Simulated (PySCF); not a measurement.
**H4O4Ti, SMILES `O[Ti](O)(O)O`: what the electrons do**

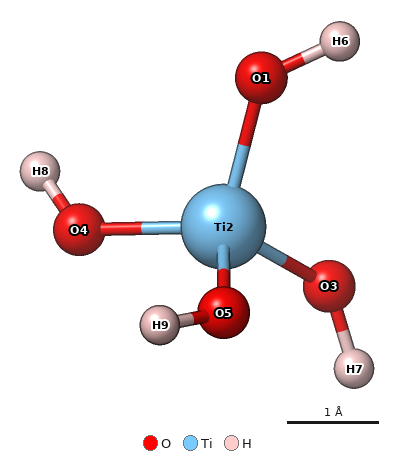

The molecule, with its atoms numbered as below. No frequency check shows the geometry to be a minimum.

Cartesian coordinates (Å):

```
O1       0.3526    1.3940    0.9680
Ti2      0.0001   -0.0000   -0.0002
O3       1.3943   -0.3524   -0.9677
O4      -1.3944    0.3524   -0.9677
O5      -0.3527   -1.3939    0.9680
H6       1.1938    1.6761    1.3379
H7       1.6793   -1.1925   -1.3378
H8      -1.6794    1.1925   -1.3378
H9      -1.1938   -1.6761    1.3379
```

Part 1: Bonding charge

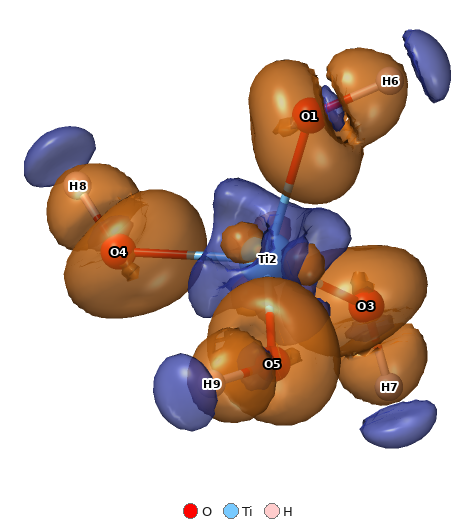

Deformation density (molecule less spherical, spin-averaged free atoms at the same positions), surfaces at ±0.09 e/Å³; orange: gain, blue: loss.

Computed with PySCF, PBE0/def2-TZVP, geometry: GFN2-xTB. This is a single-reference result, which may miss multireference character in this system.

Q: How much density has each bond gained at its critical point, relative to the free atoms?

A: O1–H6, O5–H9, O3–H7 and O4–H8: +0.78 e/Å³ at the bond critical point (bond length 0.96 Å, Mayer order 0.9). Ti2–O3, Ti2–O5, O1–Ti2 and Ti2–O4: +0.17 e/Å³ at the bond critical point (bond length 1.73 Å, Mayer order 1.0). In all, 2.4 electrons gather in the regions of gain relative to the promolecule.

Q: Where do the Hirshfeld charges lie?

A: The highest Hirshfeld charge is on Ti2 (+0.69 e), the lowest on O1, O3, O4 and O5 (−0.35 e).

Part 2: Bond critical points

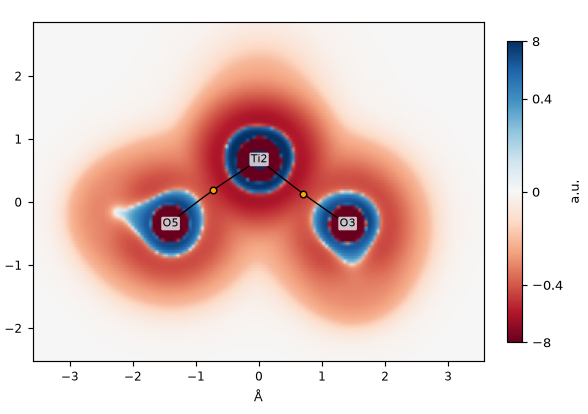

Negative Laplacian of the density (−∇²ρ) in the plane of Ti2, O3 and O5 (blue positive, red negative, colour scale in a.u., logarithmic beyond ±0.04), with bond paths and bond critical points (dots).

Q: Sort the bonds in the plane by the sign of ∇²ρ at their critical points.

A: At none is it concentrated. Depleted (∇²ρ > 0): Ti2–O3 and Ti2–O5 (+0.83 a.u., H = −0.067). A positive Laplacian with negative H is typical of metal–ligand bonds.

Part 3: Local ionisation energy

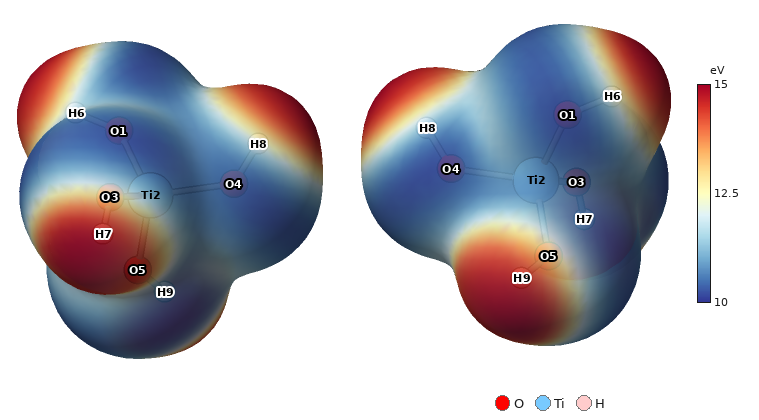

Average local ionisation energy on the surface of electron density 0.001 a.u. (back view left, front view right).

Q: Locate the minima of the map.

A: The lowest value is 10.2 eV, 1.9 Å from O3, and at like points elsewhere. For comparison, the highest occupied orbital lies at −8.8 eV.

Q: What volume does the surface enclose, and what is the dipole moment?

A: About 105 Å³; the dipole moment is 0.0 D.

Part 4: In an electric field

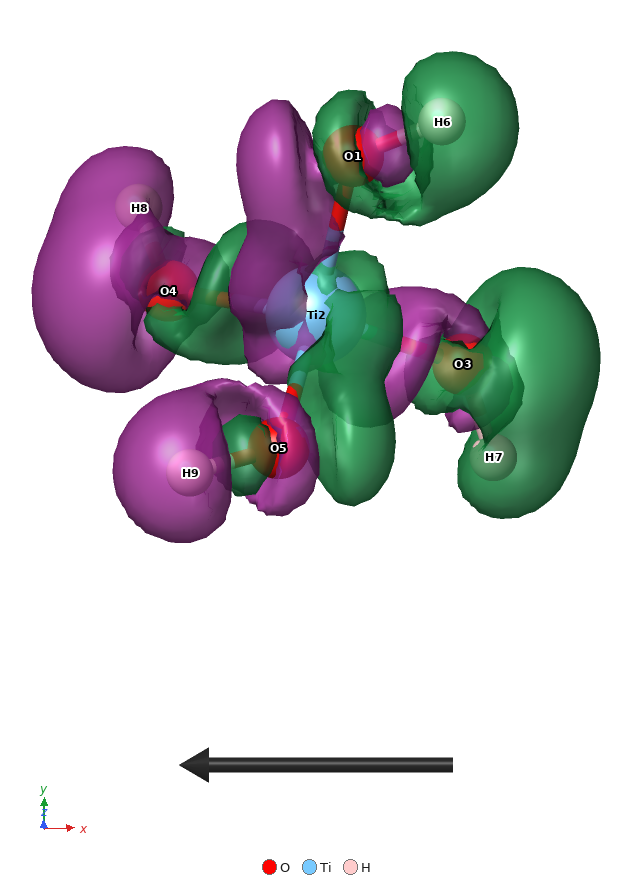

Change of the electron density in a uniform field of 0.21 V/Å along −x (arrow), surfaces at ±0.0015 e/Å³ (green: gain, purple: loss).

Computed with PySCF, PBE0/def2-TZVP, geometry: GFN2-xTB. This is a single-reference result, which may miss multireference character in this system. A basis without diffuse functions makes polarisabilities too small.

The field was applied in both directions; the picture shows the one opposite to the script's first.

Q: What dipole is induced, and what polarisability does it imply?

A: The induced dipole is 0.47 D (along the field); α along this axis, from the fields in both directions, is 47 bohr³ (6.9 Å³).

The PySCF runs shown took 32 s and 56 s on 1 thread of Intel(R) Xeon(R) Platinum 8259CL CPU @ 2.50GHz (Skylake/Cascade Lake), on a shared host.
